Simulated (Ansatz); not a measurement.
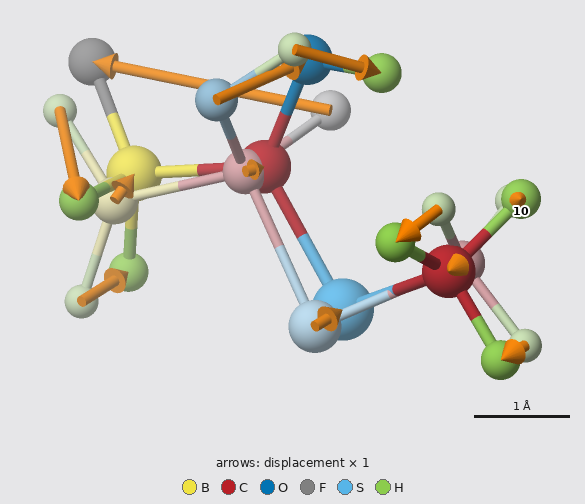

A relaxation of C$_{2}$H$_{6}$BFOS (coarse preliminary run). The starting structure is drawn faded, the final one solid; orange arrows show the displacements, at their true length. The two geometries are superimposed by the best rigid fit.

Style: ball-and-stick. Shown at a tilt.

The start comes from a force field.

Level of theory: RKS PBE-D4/def2-SVP (Ansatz 0.2.0).

The input:
```yaml
crystal:
  periodic: [false, false, false]
  atoms:
    - {symbol: B, position_ang: [-0.956200, -1.812500, -0.948800]}
    - {symbol: C, position_ang: [-0.552800, -0.440200, -0.221200]}
    - {symbol: O, position_ang: [-0.952800, -0.532800, 1.115300]}
    - {symbol: F, position_ang: [-1.109000, 0.643900, -0.837900]}
    - {symbol: S, position_ang: [1.269800, -0.277800, -0.388100]}
    - {symbol: C, position_ang: [1.404500, 1.375200, 0.433300]}
    - {symbol: H, position_ang: [-0.191400, -2.470000, -1.488300]}
    - {symbol: H, position_ang: [-2.110200, -2.044300, -0.992600]}
    - {symbol: H, position_ang: [-1.078100, 0.404000, 1.501100]}
    - {symbol: H, position_ang: [0.753900, 2.102400, -0.045900]}
    - {symbol: H, position_ang: [1.124700, 1.282200, 1.528700]}
    - {symbol: H, position_ang: [2.474700, 1.714800, 0.378400]}
basis:
  gaussian: {orbitals: def2-SVP}
hamiltonian: {xc: pbe, dispersion: d4}
relax: {f_tol: 0.03, max_steps: 200}
```

Command:
```bash
ansatz run in.yaml --threads 4 --pin off --events-out ev --progress --plain --max-ram 10444MiB
```

Which element moves most?

Fluorine: up to 2.66 Å, against 1.67 Å for hydrogen.

Describe the change and its energy.

Over 32 accepted moves (36 points after the start) the energy falls by 155.1 kJ/mol. The largest force component goes from 1.6 to 0.021 eV/Å. The line search rejected the trial steps at points 5, 8, 12, 33 of the run. The largest move after the best rigid fit is that of F4, 2.66 Å. By element the largest moves are F 2.66 Å, H 1.67 Å, O 1.29 Å, S 0.44 Å, C 0.39 Å, B 0.38 Å. Among the contacts that change: C2–F4 1.366 → 2.524 Å, B1–F4 2.464 → 1.388 Å, B1–H8 1.178 → 1.279 Å, C2–S5 1.837 → 1.737 Å. New bonds form: B1–F4 (2.46 → 1.39 Å). Bonds break: C2–F4 (1.37 → 2.52 Å). Bond angles that change, for instance: C2–B1–H8 115.6° → 88.9°, H7–B1–H8 121.6° → 105.4°, B1–C2–O3 107.7° → 122.0°.
